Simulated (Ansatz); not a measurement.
**Molecular dynamics, with input and output: C₂H₈O₄Si (part 1 of 3)**

The run: molecular dynamics of C₂H₈O₄Si. Method and program: RKS r2SCANh-D4/STO-3G (Ansatz 0.2.0).

It belongs to a series of runs on one base structure; here: dynamics from the start.

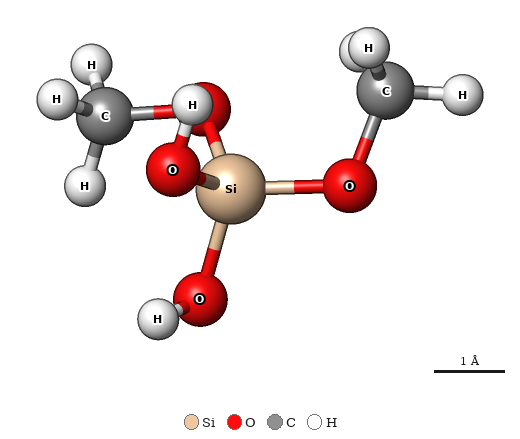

Fig. 1: The structure as given in the input (ball-and-stick view, seen at a tilt).

Summary:

| quantity | value |
| --- | --- |
| outcome | finished |
| mean temperature over the second half | 232 K |
| trajectory | 141 steps, 35.25 fs |
| ensemble | nve |
| temperature in the input | 500.0 K |
| time step | 0.25 fs |
| potential energy (last step) | −18035.6573 eV |
| mean-field energy (last step) | −18035.5662 eV |
| largest force (length of the vector) (last step) | 2.809 eV/Å |
| hardware | 1 thread of Intel Xeon @ 2.50GHz (Skylake/Cascade Lake), 32 GiB of memory available, shared host |
| wall time | 16 min |
| peak memory | 0.18 GiB |

Notes:

So short a trajectory is not equilibrated.

The input:
```yaml
crystal:
  periodic: [false, false, false]
  atoms:
    - { symbol: Si, position_ang: [-0.169284, -0.093526, -0.095312] }
    - { symbol: O, position_ang: [0.277498, -0.502852, 1.50054] }
    - { symbol: C, position_ang: [-0.858046, -0.372276, 2.398364] }
    - { symbol: H, position_ang: [-1.692446, -1.063368, 2.152868] }
    - { symbol: H, position_ang: [-0.510148, -0.620625, 3.417215] }
    - { symbol: H, position_ang: [-1.277346, 0.655126, 2.426856] }
    - { symbol: O, position_ang: [1.295669, -0.034007, -0.956015] }
    - { symbol: C, position_ang: [2.192351, -1.11439, -0.57807] }
    - { symbol: H, position_ang: [1.844218, -2.112145, -0.92241] }
    - { symbol: H, position_ang: [3.165828, -0.922599, -1.064231] }
    - { symbol: H, position_ang: [2.365406, -1.181114, 0.515143] }
    - { symbol: O, position_ang: [-0.889182, 1.42979, -0.207267] }
    - { symbol: H, position_ang: [-1.784904, 1.232474, -0.640429] }
    - { symbol: O, position_ang: [-1.342073, -1.140313, -0.735133] }
    - { symbol: H, position_ang: [-0.924841, -2.063876, -0.724116] }
basis:
  gaussian: { orbitals: STO-3G }
hamiltonian:
  xc: r2scanh
  dispersion: d4
md:
  timestep: 0.25
  n_steps: 141
  ensemble: nve
  temperature: 500.0
  initial_velocities: maxwell_boltzmann
  seed: 809940
```

Launch command:
```bash
ansatz run input.yaml --threads 1 --pin off --max-ram 2048MiB --backend cpu --events-out ev --progress --plain --runs-dir out
```

Output:
```
Engine: ansatz 0.2.0, x86_64-unknown-linux-gnu
Functional definition: r2SCANh
  parameter a = 0.1
  parameter k0 = 0.174
  parameter k1 = 0.065
  parameter a1 = 4.9479
  exchange = (1 - a)*r2scan_x(k0 = k0, k1 = k1, a1 = a1) + a*exact_x
  correlation = r2scan_c
698 factors; integrals over basis functions are off by at most 1.3e-5 eV
mean field evaluation 1: about -18031.6922 eV, gradient 3.7e1 eV
mean field evaluation 2: about -18031.3403 eV, gradient 4.0e1 eV
mean field evaluation 4: about -18036.0765 eV, gradient 1.5e0 eV
mean field evaluation 8: about -18035.9818 eV, gradient 4.1e-2 eV
mean field evaluation 16: about -18035.9818 eV, gradient 1.3e-5 eV
mean field -18035.98178070 eV, -662.8101052132 hartree, gradient 1.3e-5 eV, S^2 0.000000; 0 other end points of the search recorded, 0 dependent functions left out
the calculation of the forces begins
reference -18035.98178733 eV, -662.8101054567 hartree; 33, 33 occupied and 14, 14 virtual orbitals, 698 factors
md step     0: t =     0.00 fs  T =   500.0 K  F+E_penalty+E_count = -18036.07332236 eV  E_kin = 0.840190 eV  conserved = -18035.23313237 eV  (25 SCF iters)
these checks for a lower state are left out or cut short: starts, cluster_reference, orbital_swaps, neighbouring_geometries, increment
698 factors; integrals over basis functions are off by at most 1.3e-5 eV
mean field -18035.97290492 eV, -662.8097790342 hartree, gradient 2.5e-5 eV, S^2 0.000000; 0 other end points of the search recorded, 0 dependent functions left out
the calculation of the forces begins
reference -18035.97291156 eV, -662.8097792783 hartree; 33, 33 occupied and 14, 14 virtual orbitals, 698 factors
md step     1: t =     0.25 fs  T =   494.8 K  F+E_penalty+E_count = -18036.06445086 eV  E_kin = 0.831426 eV  conserved = -18035.23302511 eV  (26 SCF iters)
[... from here on the SCF iterations and repeated set-up lines of each step are left out, up to the last step ...]
md step     2: t =     0.50 fs  T =   479.8 K  F+E_penalty+E_count = -18036.03912791 eV  E_kin = 0.806295 eV  conserved = -18035.23283314 eV  (26 SCF iters)
md step     3: t =     0.75 fs  T =   456.8 K  F+E_penalty+E_count = -18036.00020265 eV  E_kin = 0.767617 eV  conserved = -18035.23258556 eV  (27 SCF iters)
md step     4: t =     1.00 fs  T =   428.0 K  F+E_penalty+E_count = -18035.95145157 eV  E_kin = 0.719141 eV  conserved = -18035.23231045 eV  (27 SCF iters)
md step     5: t =     1.25 fs  T =   395.8 K  F+E_penalty+E_count = -18035.89713135 eV  E_kin = 0.665098 eV  conserved = -18035.23203358 eV  (26 SCF iters)
md step     6: t =     1.50 fs  T =   362.9 K  F+E_penalty+E_count = -18035.84157331 eV  E_kin = 0.609797 eV  conserved = -18035.23177581 eV  (20 SCF iters)
md step     7: t =     1.75 fs  T =   331.6 K  F+E_penalty+E_count = -18035.78884600 eV  E_kin = 0.557293 eV  conserved = -18035.23155276 eV  (20 SCF iters)
md step     8: t =     2.00 fs  T =   304.2 K  F+E_penalty+E_count = -18035.74249107 eV  E_kin = 0.511115 eV  conserved = -18035.23137604 eV  (20 SCF iters)
md step     9: t =     2.25 fs  T =   282.1 K  F+E_penalty+E_count = -18035.70532650 eV  E_kin = 0.474073 eV  conserved = -18035.23125367 eV  (20 SCF iters)
md step    10: t =     2.50 fs  T =   266.7 K  F+E_penalty+E_count = -18035.67931027 eV  E_kin = 0.448120 eV  conserved = -18035.23119042 eV  (19 SCF iters)
md step    11: t =     2.75 fs  T =   258.4 K  F+E_penalty+E_count = -18035.66545615 eV  E_kin = 0.434268 eV  conserved = -18035.23118846 eV  (21 SCF iters)
md step    12: t =     3.00 fs  T =   257.4 K  F+E_penalty+E_count = -18035.66379524 eV  E_kin = 0.432548 eV  conserved = -18035.23124767 eV  (21 SCF iters)
md step    13: t =     3.25 fs  T =   263.0 K  F+E_penalty+E_count = -18035.67338029 eV  E_kin = 0.442015 eV  conserved = -18035.23136535 eV  (20 SCF iters)
md step    14: t =     3.50 fs  T =   274.2 K  F+E_penalty+E_count = -18035.69233514 eV  E_kin = 0.460799 eV  conserved = -18035.23153572 eV  (21 SCF iters)
md step    15: t =     3.75 fs  T =   289.3 K  F+E_penalty+E_count = -18035.71795559 eV  E_kin = 0.486206 eV  conserved = -18035.23174943 eV  (20 SCF iters)
md step    16: t =     4.00 fs  T =   306.4 K  F+E_penalty+E_count = -18035.74686993 eV  E_kin = 0.514877 eV  conserved = -18035.23199276 eV  (28 SCF iters)
md step    17: t =     4.25 fs  T =   323.2 K  F+E_penalty+E_count = -18035.77526937 eV  E_kin = 0.543022 eV  conserved = -18035.23224745 eV  (28 SCF iters)
md step    18: t =     4.50 fs  T =   337.3 K  F+E_penalty+E_count = -18035.79921227 eV  E_kin = 0.566723 eV  conserved = -18035.23248972 eV  (28 SCF iters)
md step    19: t =     4.75 fs  T =   346.5 K  F+E_penalty+E_count = -18035.81500199 eV  E_kin = 0.582309 eV  conserved = -18035.23269264 eV  (28 SCF iters)
md step    20: t =     5.00 fs  T =   349.2 K  F+E_penalty+E_count = -18035.81961383 eV  E_kin = 0.586786 eV  conserved = -18035.23282781 eV  (28 SCF iters)
md step    21: t =     5.25 fs  T =   344.1 K  F+E_penalty+E_count = -18035.81113272 eV  E_kin = 0.578262 eV  conserved = -18035.23287031 eV  (25 SCF iters)
md step    22: t =     5.50 fs  T =   331.1 K  F+E_penalty+E_count = -18035.78913098 eV  E_kin = 0.556328 eV  conserved = -18035.23280348 eV  (28 SCF iters)
md step    23: t =     5.75 fs  T =   310.8 K  F+E_penalty+E_count = -18035.75490465 eV  E_kin = 0.522278 eV  conserved = -18035.23262620 eV  (28 SCF iters)
md step    24: t =     6.00 fs  T =   285.1 K  F+E_penalty+E_count = -18035.71147708 eV  E_kin = 0.479122 eV  conserved = -18035.23235466 eV  (28 SCF iters)
md step    25: t =     6.25 fs  T =   256.7 K  F+E_penalty+E_count = -18035.66332138 eV  E_kin = 0.431297 eV  conserved = -18035.23202393 eV  (27 SCF iters)
md step    26: t =     6.50 fs  T =   228.6 K  F+E_penalty+E_count = -18035.61579821 eV  E_kin = 0.384115 eV  conserved = -18035.23168274 eV  (28 SCF iters)
md step    27: t =     6.75 fs  T =   204.1 K  F+E_penalty+E_count = -18035.57439017 eV  E_kin = 0.343006 eV  conserved = -18035.23138391 eV  (21 SCF iters)
md step    28: t =     7.00 fs  T =   186.1 K  F+E_penalty+E_count = -18035.54387809 eV  E_kin = 0.312705 eV  conserved = -18035.23117312 eV  (20 SCF iters)
md step    29: t =     7.25 fs  T =   176.5 K  F+E_penalty+E_count = -18035.52763017 eV  E_kin = 0.296551 eV  conserved = -18035.23107941 eV  (21 SCF iters)
md step    30: t =     7.50 fs  T =   176.2 K  F+E_penalty+E_count = -18035.52714799 eV  E_kin = 0.296037 eV  conserved = -18035.23111051 eV  (21 SCF iters)
md step    31: t =     7.75 fs  T =   184.9 K  F+E_penalty+E_count = -18035.54194127 eV  E_kin = 0.310687 eV  conserved = -18035.23125380 eV  (21 SCF iters)
md step    32: t =     8.00 fs  T =   201.3 K  F+E_penalty+E_count = -18035.56972075 eV  E_kin = 0.338240 eV  conserved = -18035.23148114 eV  (21 SCF iters)
md step    33: t =     8.25 fs  T =   223.2 K  F+E_penalty+E_count = -18035.60683552 eV  E_kin = 0.375080 eV  conserved = -18035.23175569 eV  (21 SCF iters)
md step    34: t =     8.50 fs  T =   248.0 K  F+E_penalty+E_count = -18035.64885026 eV  E_kin = 0.416812 eV  conserved = -18035.23203871 eV  (26 SCF iters)
md step    35: t =     8.75 fs  T =   273.1 K  F+E_penalty+E_count = -18035.69115663 eV  E_kin = 0.458861 eV  conserved = -18035.23229526 eV  (27 SCF iters)
md step    36: t =     9.00 fs  T =   295.8 K  F+E_penalty+E_count = -18035.72953040 eV  E_kin = 0.497032 eV  conserved = -18035.23249806 eV  (28 SCF iters)
md step    37: t =     9.25 fs  T =   314.2 K  F+E_penalty+E_count = -18035.76057075 eV  E_kin = 0.527941 eV  conserved = -18035.23262986 eV  (28 SCF iters)
md step    38: t =     9.50 fs  T =   326.9 K  F+E_penalty+E_count = -18035.78198462 eV  E_kin = 0.549301 eV  conserved = -18035.23268385 eV  (27 SCF iters)
md step    39: t =     9.75 fs  T =   333.3 K  F+E_penalty+E_count = -18035.79270685 eV  E_kin = 0.560044 eV  conserved = -18035.23266269 eV  (28 SCF iters)
md step    40: t =    10.00 fs  T =   333.4 K  F+E_penalty+E_count = -18035.79287031 eV  E_kin = 0.560294 eV  conserved = -18035.23257667 eV  (29 SCF iters)
md step    41: t =    10.25 fs  T =   328.0 K  F+E_penalty+E_count = -18035.78365448 eV  E_kin = 0.551213 eV  conserved = -18035.23244102 eV  (24 SCF iters)
md step    42: t =    10.50 fs  T =   318.2 K  F+E_penalty+E_count = -18035.76705113 eV  E_kin = 0.534778 eV  conserved = -18035.23227359 eV  (22 SCF iters)
md step    43: t =    10.75 fs  T =   305.6 K  F+E_penalty+E_count = -18035.74558464 eV  E_kin = 0.513492 eV  conserved = -18035.23209283 eV  (20 SCF iters)
md step    44: t =    11.00 fs  T =   291.7 K  F+E_penalty+E_count = -18035.72202092 eV  E_kin = 0.490105 eV  conserved = -18035.23191566 eV  (21 SCF iters)
md step    45: t =    11.25 fs  T =   278.1 K  F+E_penalty+E_count = -18035.69909385 eV  E_kin = 0.467336 eV  conserved = -18035.23175782 eV  (21 SCF iters)
md step    46: t =    11.50 fs  T =   266.4 K  F+E_penalty+E_count = -18035.67926203 eV  E_kin = 0.447632 eV  conserved = -18035.23163023 eV  (21 SCF iters)
md step    47: t =    11.75 fs  T =   257.7 K  F+E_penalty+E_count = -18035.66451792 eV  E_kin = 0.432976 eV  conserved = -18035.23154224 eV  (21 SCF iters)
md step    48: t =    12.00 fs  T =   252.8 K  F+E_penalty+E_count = -18035.65624266 eV  E_kin = 0.424743 eV  conserved = -18035.23149949 eV  (20 SCF iters)
md step    49: t =    12.25 fs  T =   252.1 K  F+E_penalty+E_count = -18035.65511642 eV  E_kin = 0.423613 eV  conserved = -18035.23150339 eV  (20 SCF iters)
md step    50: t =    12.50 fs  T =   255.6 K  F+E_penalty+E_count = -18035.66108743 eV  E_kin = 0.429535 eV  conserved = -18035.23155286 eV  (21 SCF iters)
md step    51: t =    12.75 fs  T =   262.9 K  F+E_penalty+E_count = -18035.67339669 eV  E_kin = 0.441755 eV  conserved = -18035.23164211 eV  (22 SCF iters)
md step    52: t =    13.00 fs  T =   273.1 K  F+E_penalty+E_count = -18035.69066878 eV  E_kin = 0.458907 eV  conserved = -18035.23176219 eV  (22 SCF iters)
md step    53: t =    13.25 fs  T =   285.2 K  F+E_penalty+E_count = -18035.71106262 eV  E_kin = 0.479163 eV  conserved = -18035.23189968 eV  (28 SCF iters)
md step    54: t =    13.50 fs  T =   297.8 K  F+E_penalty+E_count = -18035.73248322 eV  E_kin = 0.500445 eV  conserved = -18035.23203848 eV  (27 SCF iters)
md step    55: t =    13.75 fs  T =   309.9 K  F+E_penalty+E_count = -18035.75283612 eV  E_kin = 0.520675 eV  conserved = -18035.23216107 eV  (27 SCF iters)
md step    56: t =    14.00 fs  T =   320.2 K  F+E_penalty+E_count = -18035.77029851 eV  E_kin = 0.538047 eV  conserved = -18035.23225172 eV  (27 SCF iters)
md step    57: t =    14.25 fs  T =   328.1 K  F+E_penalty+E_count = -18035.78356104 eV  E_kin = 0.551261 eV  conserved = -18035.23229958 eV  (26 SCF iters)
md step    58: t =    14.50 fs  T =   333.1 K  F+E_penalty+E_count = -18035.79198844 eV  E_kin = 0.559685 eV  conserved = -18035.23230324 eV  (27 SCF iters)
md step    59: t =    14.75 fs  T =   335.3 K  F+E_penalty+E_count = -18035.79564271 eV  E_kin = 0.563373 eV  conserved = -18035.23227002 eV  (27 SCF iters)
md step    60: t =    15.00 fs  T =   335.0 K  F+E_penalty+E_count = -18035.79515240 eV  E_kin = 0.562935 eV  conserved = -18035.23221755 eV  (26 SCF iters)
md step    61: t =    15.25 fs  T =   332.8 K  F+E_penalty+E_count = -18035.79144123 eV  E_kin = 0.559274 eV  conserved = -18035.23216760 eV  (27 SCF iters)
md step    62: t =    15.50 fs  T =   329.2 K  F+E_penalty+E_count = -18035.78539770 eV  E_kin = 0.553260 eV  conserved = -18035.23213818 eV  (25 SCF iters)
md step    63: t =    15.75 fs  T =   324.6 K  F+E_penalty+E_count = -18035.77759992 eV  E_kin = 0.545463 eV  conserved = -18035.23213659 eV  (26 SCF iters)
md step    64: t =    16.00 fs  T =   319.0 K  F+E_penalty+E_count = -18035.76820161 eV  E_kin = 0.536046 eV  conserved = -18035.23215578 eV  (27 SCF iters)
md step    65: t =    16.25 fs  T =   312.3 K  F+E_penalty+E_count = -18035.75702927 eV  E_kin = 0.524852 eV  conserved = -18035.23217741 eV  (26 SCF iters)
md step    66: t =    16.50 fs  T =   304.5 K  F+E_penalty+E_count = -18035.74384912 eV  E_kin = 0.511669 eV  conserved = -18035.23217991 eV  (26 SCF iters)
md step    67: t =    16.75 fs  T =   295.5 K  F+E_penalty+E_count = -18035.72868591 eV  E_kin = 0.496538 eV  conserved = -18035.23214742 eV  (28 SCF iters)
md step    68: t =    17.00 fs  T =   285.6 K  F+E_penalty+E_count = -18035.71205542 eV  E_kin = 0.479978 eV  conserved = -18035.23207757 eV  (28 SCF iters)
md step    69: t =    17.25 fs  T =   275.5 K  F+E_penalty+E_count = -18035.69500522 eV  E_kin = 0.463023 eV  conserved = -18035.23198190 eV  (27 SCF iters)
md step    70: t =    17.50 fs  T =   266.0 K  F+E_penalty+E_count = -18035.67894616 eV  E_kin = 0.447064 eV  conserved = -18035.23188203 eV  (27 SCF iters)
md step    71: t =    17.75 fs  T =   258.0 K  F+E_penalty+E_count = -18035.66533421 eV  E_kin = 0.433532 eV  conserved = -18035.23180203 eV  (28 SCF iters)
md step    72: t =    18.00 fs  T =   252.1 K  F+E_penalty+E_count = -18035.65531478 eV  E_kin = 0.423554 eV  conserved = -18035.23176071 eV  (27 SCF iters)
md step    73: t =    18.25 fs  T =   248.6 K  F+E_penalty+E_count = -18035.64944365 eV  E_kin = 0.417678 eV  conserved = -18035.23176580 eV  (22 SCF iters)
md step    74: t =    18.50 fs  T =   247.4 K  F+E_penalty+E_count = -18035.64756481 eV  E_kin = 0.415751 eV  conserved = -18035.23181396 eV  (22 SCF iters)
md step    75: t =    18.75 fs  T =   248.1 K  F+E_penalty+E_count = -18035.64886174 eV  E_kin = 0.416970 eV  conserved = -18035.23189136 eV  (22 SCF iters)
md step    76: t =    19.00 fs  T =   250.0 K  F+E_penalty+E_count = -18035.65205725 eV  E_kin = 0.420076 eV  conserved = -18035.23198080 eV  (22 SCF iters)
md step    77: t =    19.25 fs  T =   252.1 K  F+E_penalty+E_count = -18035.65568538 eV  E_kin = 0.423622 eV  conserved = -18035.23206363 eV  (22 SCF iters)
md step    78: t =    19.50 fs  T =   253.7 K  F+E_penalty+E_count = -18035.65837100 eV  E_kin = 0.426245 eV  conserved = -18035.23212563 eV  (22 SCF iters)
md step    79: t =    19.75 fs  T =   254.0 K  F+E_penalty+E_count = -18035.65904819 eV  E_kin = 0.426889 eV  conserved = -18035.23215934 eV  (22 SCF iters)
md step    80: t =    20.00 fs  T =   252.9 K  F+E_penalty+E_count = -18035.65708469 eV  E_kin = 0.424919 eV  conserved = -18035.23216546 eV  (21 SCF iters)
md step    81: t =    20.25 fs  T =   250.0 K  F+E_penalty+E_count = -18035.65229613 eV  E_kin = 0.420151 eV  conserved = -18035.23214530 eV  (21 SCF iters)
md step    82: t =    20.50 fs  T =   245.6 K  F+E_penalty+E_count = -18035.64488931 eV  E_kin = 0.412780 eV  conserved = -18035.23210921 eV  (21 SCF iters)
```
